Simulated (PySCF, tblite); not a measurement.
**C6H11FSSi: geometry, infrared bands and NMR shifts**

Aim: predict the infrared bands and NMR shifts of C6H11FSSi (`CS[SiH2]C1=CCC[C@H]1F`).

Programs: tblite 0.8.0 and PySCF 2.14.0, with density-fitted response routines of our own. Each step states its level of theory. These are calculated values for one molecule in the gas phase, unless marked as measured. Atoms count from 0, in the outputs and in this text.

**1. The molecule as given**

20 atoms, charge 0, multiplicity 1; geometry from: force field or distance geometry start.

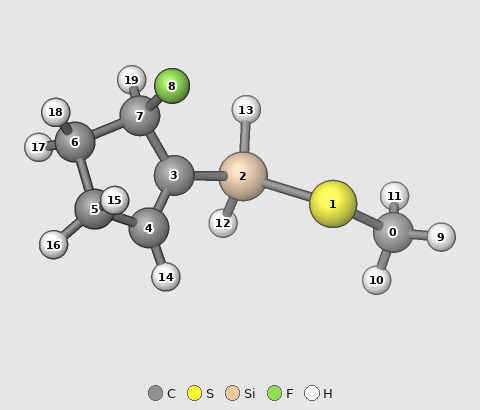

As it starts; carbon grey, sulfur yellow, silicon light orange, fluorine green, hydrogen white, atoms numbered; sticks join atoms by distance.

**2. Relaxing the molecule with GFN2-xTB**

The job: settings as JSON, then the geometry in Å.

```
{"job": {"kind": "relax", "xc": "GFN2-xTB", "basis": "xTB"}, "charge": 0, "multiplicity": 1}
C      4.231900    -0.253300     0.675300
S      2.515500     0.242000     0.998700
Si     1.285600    -0.051400    -0.731200
C     -0.514800    -0.113500    -0.240200
C     -1.102900    -1.071400     0.488100
C     -2.544300    -0.800900     0.687500
C     -2.838000     0.178000    -0.439700
C     -1.518400     0.914800    -0.578200
F     -1.520100     1.948900     0.323100
H      4.841700     0.098100     1.541500
H      4.266900    -1.354200     0.564600
H      4.524600     0.208600    -0.276700
H      1.552900    -1.327500    -1.401700
H      1.417900     1.051800    -1.705100
H     -0.580700    -1.926000     0.860200
H     -2.708900    -0.231500     1.662100
H     -3.175900    -1.708600     0.642600
H     -3.086900    -0.360400    -1.367300
H     -3.662500     0.845000    -0.106400
H     -1.388800     1.312300    -1.600200
```

Command:

```sh
$ OMP_NUM_THREADS=1 python probes_run.py task.json out
```

One launch serves the whole session: the jobs run in the order shown.

**Question.** This job is followed by: GFN2-xTB harmonic vibrations, gas phase; GIAO PBE0/pcSseg-1 NMR shielding, non-relativistic, gas phase. What will the session give for the following? strongest single infrared mode (GFN2-xTB); zero-point energy (GFN2-xTB); ¹³C shifts against TMS (PBE0/pcSseg-1); ¹H shifts against TMS (PBE0/pcSseg-1, means over atoms taken as alike); ³³S shifts against CS2 (PBE0/pcSseg-1); ²⁹Si shifts against TMS (PBE0/pcSseg-1); ¹⁹F shifts against CFCl3 (PBE0/pcSseg-1); surface potential, least and greatest.

The runs gave:

```
                                                              quantity                                                     value
                             strongest single infrared mode (GFN2-xTB)                                      701 cm⁻¹, 396 km/mol
                                          zero-point energy (GFN2-xTB)                                             95.4 kcal/mol
                                ¹³C shifts against TMS (PBE0/pcSseg-1)                 158.1, 143.1, 106.3, 38.2, 35.2, 13.6 ppm
¹H shifts against TMS (PBE0/pcSseg-1, means over atoms taken as alike)  6.57, 6.03, 5.11, 5.09, 2.70, 2.52, 2.52, 2.11, 2.07 ppm
                                ³³S shifts against CS2 (PBE0/pcSseg-1)                                                  -233 ppm
                               ²⁹Si shifts against TMS (PBE0/pcSseg-1)                                                 -34.0 ppm
                              ¹⁹F shifts against CFCl3 (PBE0/pcSseg-1)                                                -193.1 ppm
                                 surface potential, least and greatest                                        -1.07 V and 0.85 V
```

**Reading.** The optimisation took 175 steps and gained 0.517 eV; among the close pairs (by a distance rule), C5–H15 changed most, from 1.141 to 1.091 Å. All 54 modes are real, so the xTB geometry is a minimum. The strongest single mode, at 701 cm⁻¹, moves mainly H12 and H13. GFN2-xTB is a fitted tight-binding method: band positions and strengths are rough. Its intensities can rank the bands wrongly. The most deshielded hydrogen is H14 (hydrogen on an alkene CH), at 6.57 ppm: olefinic region. At PBE0/pcSseg-1: The widest tensor belongs to S1: span 280 ppm, with a paramagnetic part of -325 ppm. By nearest atom (PBE0/pcSseg-1), the HOMO sits on S1 79 % and the LUMO on C3, C4 about 31 % each; H14 8 %.
